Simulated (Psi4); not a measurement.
**SnH3F (SnFH3) at 3 levels**

We compute a comparison of 3 runs (M06-2X/STO-3G, PBE/def2-SVP, PBE0/def2-SVP) of SnH3F (SnFH3). 

Program for the calculation: Psi4 1.11.

### 1 The structure to begin with

SnH3F: 5 atoms, total charge 0, spin state singlet. As SMILES, `[H][Sn]([H])([H])[F]`. Geometry: a GFN2-xTB relaxation, a rough one for these elements and not checked as a minimum.

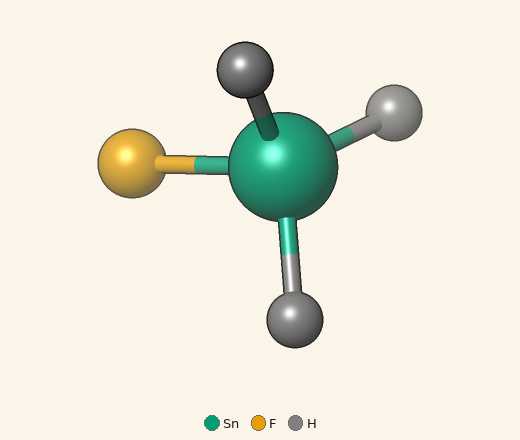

The structure, seen from a chosen angle (tin teal, fluorine amber, hydrogen grey).

### 2 A single-point energy at M06-2X/STO-3G (run 1)

The input, fh3sn.xyz:

```xyz
5
FH3Sn
Sn    -0.002590     0.002420    -0.166930
F      0.011740    -0.019270     1.757340
H      1.619230     0.010970    -0.538180
H     -0.817750     1.408460    -0.512480
H     -0.810630    -1.402580    -0.539750
```

The input, fh3sn.py:

```python
import psi4

psi4.set_memory(1600000000)
psi4.set_num_threads(1)
psi4.core.set_output_file('fh3sn.out', False)

with open('fh3sn.xyz') as f:
    atoms = ''.join(f.readlines()[2:])
molecule = psi4.geometry('0 1\n' + atoms + 'symmetry c1')

psi4.set_options({
    'basis': 'STO-3G',
    'reference': 'rks',
    'puream': True,
    'e_convergence': 1e-09,
    'd_convergence': 1e-08,
    'scf_type': 'pk',
    'dft_radial_points': 99,
    'dft_spherical_points': 590,
})

result, w = psi4.energy("m06-2x", return_wfn=True)
psi4.oeprop(w, "MULLIKEN_CHARGES", "WIBERG_LOWDIN_INDICES", "DIPOLE", title="M06-2X")
print('E =', round(result, 9))
for k, v in sorted(psi4.core.scalar_variables().items()):
    print(f'{k:45s} {v:18.10f}')
```

On the command line:

```bash
python fh3sn.py
```

fh3sn.out:

```text
[...]
  Running in c1 symmetry.
[...]
  Nuclear repulsion =  177.134370970315501
[...]
  Multiplicity = 1
[...]
  Nalpha       = 31
  Nbeta        = 31
[...]
    Number of basis functions: 35
[...]
   @RKS iter   1: -6065.57661214055770   -2.69383e+00   1.14485e-02 ADIIS/DIIS
[...]
   @RKS iter   8: -6065.70603752102488   -1.81899e-12   6.78077e-09 DIIS
[...]
    Orbital Energies [Eh]
    ---------------------
    Doubly Occupied:
       1A   -1023.194861     2A   -150.639539     3A   -143.183405
       4A   -143.183085     5A   -143.183084     6A    -28.153562
       7A    -25.456124     8A    -25.454773     9A    -25.454771
      10A    -24.786318    11A    -17.479767    12A    -17.479449
      13A    -17.479445    14A    -17.478103    15A    -17.478103
      16A     -4.298869    17A     -3.166815    18A     -3.163536
      19A     -3.163517    20A     -1.115631    21A     -0.703929
      22A     -0.703851    23A     -0.699763    24A     -0.691657
      25A     -0.691646    26A     -0.472877    27A     -0.342058
      28A     -0.341711    29A     -0.281862    30A     -0.231048
      31A     -0.230972
[...]
  @RKS Final Energy: -6065.70603752102488
   => Energetics <=
    Nuclear Repulsion Energy =            177.1343709703155014
    One-Electron Energy =               -8740.9362865285056614
    Two-Electron Energy =                2579.3497254725316452
    DFT Exchange-Correlation Energy =     -81.2538474353659836
    Empirical Dispersion Energy =           0.0000000000000000
    VV10 Nonlocal Energy =                  0.0000000000000000
    Total Energy =                      -6065.7060375210239727
[...]
 Multipole Moments:
 ------------------------------------------------------------------------------------
     Multipole            Electronic (a.u.)      Nuclear  (a.u.)        Total (a.u.)
 ------------------------------------------------------------------------------------
 L = 1.  Multiply by 2.5417464519 to convert [e a0] to [Debye]
 Dipole X            :         -0.0251571            0.0175093           -0.0076478
 Dipole Y            :          0.0262230           -0.0185679            0.0076551
 Dipole Z            :         -1.9723400            1.3946775           -0.5776625
 Magnitude           :                                                    0.5777639
[...]
  Mulliken Charges: (a.u.)
   Center  Symbol    Alpha    Beta     Spin     Total
       1    SN    24.65354 24.65354  0.00000  0.69292
       2     F     4.63247  4.63247  0.00000 -0.26495
       3     H     0.57138  0.57138  0.00000 -0.14275
       4     H     0.57131  0.57131  0.00000 -0.14262
       5     H     0.57130  0.57130  0.00000 -0.14260
   Total alpha = 31.00000, Total beta = 31.00000, Total charge =  0.00000
  Wiberg Bond Indices using Orthogonal Lowdin Orbitals:
[...]
```

The script printed:

```text
E = -6065.706037521
CURRENT ENERGY                                  -6065.7060375210
CURRENT REFERENCE ENERGY                        -6065.7060375210
DD SOLVATION ENERGY                                 0.0000000000
DFT FUNCTIONAL TOTAL ENERGY                     -6065.7060375210
DFT TOTAL ENERGY                                -6065.7060375210
DFT VV10 ENERGY                                     0.0000000000
DFT XC ENERGY                                     -81.2538474354
GRID ELECTRONS ALPHA                               31.0000009938
GRID ELECTRONS BETA                                31.0000009938
GRID ELECTRONS TOTAL                               62.0000019877
NUCLEAR REPULSION ENERGY                          177.1343709703
ONE-ELECTRON ENERGY                             -8740.9362865285
PCM POLARIZATION ENERGY                             0.0000000000
PE ENERGY                                           0.0000000000
SCF ITERATION ENERGY                            -6065.7060375210
SCF ITERATIONS                                      8.0000000000
SCF TOTAL ENERGY                                -6065.7060375210
TWO-ELECTRON ENERGY                              2579.3497254725
XC GRID RADIAL POINTS                              99.0000000000
XC GRID SPHERICAL POINTS                          590.0000000000
XC GRID TOTAL POINTS                           274330.0000000000
```

Run time: 6.9 s. Hardware: 1 thread of Intel Xeon at 2.60GHz (Ice Lake), shared host; peak memory 0.67 GiB.

### 3 The energy at PBE/def2-SVP (core potential) (run 2)

The input, job.dat:

```
memory 1600 mb

molecule mol {
  0 1
  Sn    -0.002590     0.002420    -0.166930
  F      0.011740    -0.019270     1.757340
  H      1.619230     0.010970    -0.538180
  H     -0.817750     1.408460    -0.512480
  H     -0.810630    -1.402580    -0.539750
  symmetry c1
  no_reorient
  no_com
}

set {
  puream true
  e_convergence 1e-09
  d_convergence 1e-08
  scf_type pk
  dft_radial_points 99
  dft_spherical_points 590
}

e, wfn = energy("pbe/def2-SVP", return_wfn=True)
```

On the command line:

```bash
psi4 -i job.dat -o job.out -n 1
```

job.out:

```text
[...]
    !!!  WARNING: ECP capability is in beta. Please check occupations closely.  !!!
[...]
  Running in c1 symmetry.
[...]
  Nuclear repulsion =   81.108187405707227
[...]
  Multiplicity = 1
[...]
  Nalpha       = 17
  Nbeta        = 17
[...]
    Number of basis functions: 55
[...]
   @RKS iter   1:  -315.63027394188720   -1.27307e+00   9.25410e-03 DIIS/ADIIS
[...]
   @RKS iter  11:  -315.73954406815636   -1.13687e-12   1.23990e-09 DIIS
[...]
    Orbital Energies [Eh]
    ---------------------
    Doubly Occupied:
       1A    -24.192385     2A     -4.913989     3A     -3.297324
       4A     -3.293471     5A     -3.293463     6A     -1.011770
       7A     -0.960268     8A     -0.960244     9A     -0.956586
      10A     -0.956572    11A     -0.924115    12A     -0.485299
      13A     -0.328235    14A     -0.328015    15A     -0.327764
      16A     -0.274590    17A     -0.274420
[...]
  @RKS Final Energy:  -315.73954406815636
   => Energetics <=
    Nuclear Repulsion Energy =             81.1081874057072270
    One-Electron Energy =                -679.3720102597286541
    Two-Electron Energy =                 312.0624581070684940
    DFT Exchange-Correlation Energy =     -29.5381793212034296
    Empirical Dispersion Energy =           0.0000000000000000
    VV10 Nonlocal Energy =                  0.0000000000000000
    Total Energy =                       -315.7395440681563628
[...]
 Multipole Moments:
 ------------------------------------------------------------------------------------
     Multipole            Electronic (a.u.)      Nuclear  (a.u.)        Total (a.u.)
 ------------------------------------------------------------------------------------
 L = 1.  Multiply by 2.5417464519 to convert [e a0] to [Debye]
 Dipole X            :         -0.0860507            0.0747009           -0.0113498
 Dipole Y            :          0.2087109           -0.1952843            0.0134266
 Dipole Z            :        -20.9930745           19.9426388           -1.0504356
 Magnitude           :                                                    1.0505827
[...]
```

Wall time 7.8 s (1 thread of Intel Xeon at 2.60GHz (Ice Lake), shared host); peak memory 0.63 GiB.

### 4 A single-point energy at PBE0/def2-SVP (core potential) (run 3)

The input, fh3sn.dat:

```
memory 1600 mb

molecule geom {
  Sn    -0.002590     0.002420    -0.166930
  F      0.011740    -0.019270     1.757340
  H      1.619230     0.010970    -0.538180
  H     -0.817750     1.408460    -0.512480
  H     -0.810630    -1.402580    -0.539750
  symmetry c1
  no_reorient
  no_com
}

set {
  basis def2-SVP
  puream true
  e_convergence 1e-09
  d_convergence 1e-08
  scf_type pk
  dft_radial_points 99
  dft_spherical_points 590
}

result, w = energy('pbe0', return_wfn=True)
oeprop(w, 'DIPOLE', 'MAYER_INDICES', 'LOWDIN_CHARGES', title='PBE0')
```

On the command line:

```bash
psi4 -n 1 fh3sn.dat fh3sn.out
```

fh3sn.out:

```text
[...]
    !!!  WARNING: ECP capability is in beta. Please check occupations closely.  !!!
[...]
  Running in c1 symmetry.
[...]
  Nuclear repulsion =   81.108187405707227
[...]
  Multiplicity = 1
[...]
  Nalpha       = 17
  Nbeta        = 17
[...]
    Number of basis functions: 55
[...]
   @RKS iter   1:  -315.66765318318210   -1.47771e+00   8.65555e-03 DIIS/ADIIS
[...]
   @RKS iter  10:  -315.75520425462884   -8.52651e-13   3.80666e-09 DIIS
[...]
    Orbital Energies [Eh]
    ---------------------
    Doubly Occupied:
       1A    -24.697697     2A     -5.167560     3A     -3.503091
       4A     -3.499227     5A     -3.499218     6A     -1.134090
       7A     -1.067125     8A     -1.067103     9A     -1.062926
      10A     -1.062910    11A     -1.037964    12A     -0.549626
      13A     -0.391757    14A     -0.391626    15A     -0.391492
      16A     -0.337827    17A     -0.337547
[...]
  @RKS Final Energy:  -315.75520425462884
   => Energetics <=
    Nuclear Repulsion Energy =             81.1081874057072270
    One-Electron Energy =                -679.4939411865434522
    Two-Electron Energy =                 305.1512336655465560
    DFT Exchange-Correlation Energy =     -22.5206841393391706
    Empirical Dispersion Energy =           0.0000000000000000
    VV10 Nonlocal Energy =                  0.0000000000000000
    Total Energy =                       -315.7552042546288362
[...]
 Multipole Moments:
 ------------------------------------------------------------------------------------
     Multipole            Electronic (a.u.)      Nuclear  (a.u.)        Total (a.u.)
 ------------------------------------------------------------------------------------
 L = 1.  Multiply by 2.5417464519 to convert [e a0] to [Debye]
 Dipole X            :         -0.0871092            0.0747009           -0.0124084
 Dipole Y            :          0.2100260           -0.1952843            0.0147417
 Dipole Z            :        -21.1005440           19.9426388           -1.1579051
 Magnitude           :                                                    1.1580654
[...]
```

Wall time 7.8 s (1 thread of Intel Xeon at 2.60GHz (Ice Lake), shared host); peak memory 0.63 GiB.

### 5 Overview of the runs

```
run                           level  core potential   energy (Eh)  dipole moment (D)  HOMO energy (eV)  LUMO energy (eV)  wall time
  1                   M06-2X/STO-3G            none  -6065.706038               1.47             -6.29              6.47      6.9 s
  2   PBE/def2-SVP (core potential)            def2   -315.739544               2.67             -7.47             -1.31      7.8 s
  3  PBE0/def2-SVP (core potential)            def2   -315.755204               2.94             -9.19             -0.53      7.8 s
```

### 6 Outcome

| quantity | value |
| --- | --- |
| run 3: total energy | -315.75520 Eh |
| run 3: dipole moment | 2.94 D |
| run 3: HOMO energy | -9.19 eV |
| run 3: LUMO energy | -0.53 eV |
| run 3: HOMO–LUMO gap | 8.65 eV |

What this shows: The dipole moment (its size) runs from 1.47 D (M06-2X/STO-3G) to 2.94 D (PBE0/def2-SVP). The two ends differ in method and basis and core potential. The HOMO–LUMO gap runs from 6.15 eV (PBE/def2-SVP) to 12.75 eV (M06-2X/STO-3G). Totals of different functionals can't be ranked against each other. Some runs of one species differ in core potentials or relativity; totals across that change don't compare. In run 1 the basis is minimal, so the values are rough. In run 1 relativity is left out where basis or elements ask for it. All runs together took 23 s, the longest 7.8 s.
